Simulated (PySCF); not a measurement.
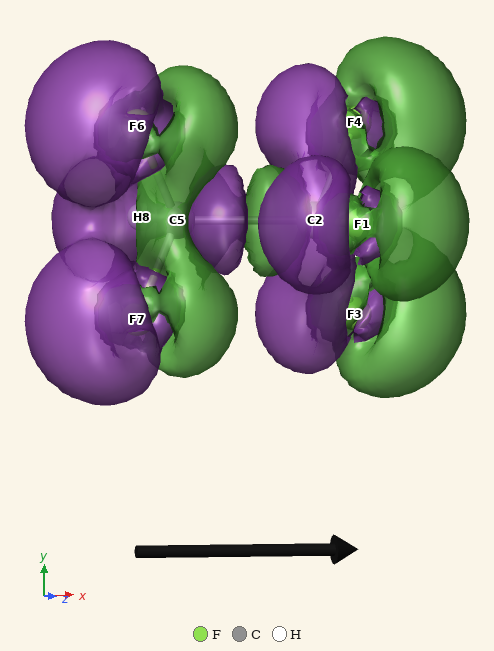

*C₂HF₅, SMILES `FC(F)(F)C(F)F`. Change of the electron density in a uniform field of 0.51 V/Å along +x (arrow), surfaces at ±0.002 e/Å³ (purple: gain, green: loss).*

PySCF calculation, PBE0/6-31+G*, gas phase; geometry: GFN2-xTB. No frequency check shows the geometry to be a minimum. The basis has diffuse s and p functions alone, which still leaves polarisabilities too small, most of all across bonds.

The calculation's input:

```python
import numpy as np
from pyscf import gto, scf, dft
from pyscf.scf import atom_ks, atom_hf
from scipy.linalg import block_diag

def solve(mol, dm0=None, hcore=None):
    mf = (dft.UKS if mol.spin else dft.RKS)(mol, xc='pbe0')
    mf.grids.level = 3
    mf = mf.density_fit(auxbasis='def2-universal-jkfit')
    mf.conv_tol, mf.max_cycle = 1e-8, 80
    if hcore is not None:
        mf.get_hcore = lambda *args: hcore
    mf.kernel(dm0)
    if not mf.converged:
        mf = mf.newton().run(mf.mo_coeff, mf.mo_occ, max_cycle=30)
    assert mf.converged, 'SCF not converged'
    return mf

mol = gto.M(atom='''
F      0.77642     0.00070     1.31231
C      0.61749     0.00003    -0.00345
F      1.23401    -1.07603    -0.49580
F      1.23451     1.07523    -0.49687
C     -0.87244    -0.00069    -0.42810
F     -1.48384     1.08543     0.06827
F     -1.48435    -1.08440     0.06935
H     -0.96103    -0.00435    -1.52612
''', basis='6-31+g*', charge=0, spin=0, verbose=4)
field = np.array([-0.01, -0.0, -0.0])  # atomic units
mol.set_common_orig(mol.atom_charges() @ mol.atom_coords() / mol.atom_charges().sum())
mf = solve(mol)
out = dict(dm0=mf.make_rdm1(), d0=mf.dip_moment(unit='AU'), e0=mf.e_tot)
for name, sign in (('p', 1), ('m', -1)):
    h = mf.get_hcore() + sign * np.einsum('x,xij->ij', field, mol.intor('int1e_r'))
    mi = solve(mol, mf.make_rdm1(), h)
    out.update({'dm' + name: mi.make_rdm1(), 'd' + name: mi.dip_moment(unit='AU'), 'e' + name: mi.e_tot})
# spherically averaged free atoms, for the promolecule
atm = atom_ks.get_atm_nrks(mol, xc='pbe0')
pro = block_diag(*[(atm[a[0]][2] * atm[a[0]][3]) @ atm[a[0]][2].T for a in mol._atom])
np.savez('result.npz', pro=pro, **out)
```

Command:

```sh
OMP_NUM_THREADS=1 python input.py
```

The run took 35 s on 1 thread of Intel(R) Xeon(R) Platinum 8259CL CPU @ 2.50GHz (Skylake/Cascade Lake), with other jobs on the host, peak memory 0.59 GiB.

Partitions, critical points and surface values were worked out afterwards from this run's density.

The field was applied in both directions; the picture shows the one opposite to the script's first.

**How large is the response?**

The induced dipole is 0.74 D (along the field); α along this axis, from the fields in both directions, is 29 bohr³ (4.3 Å³).
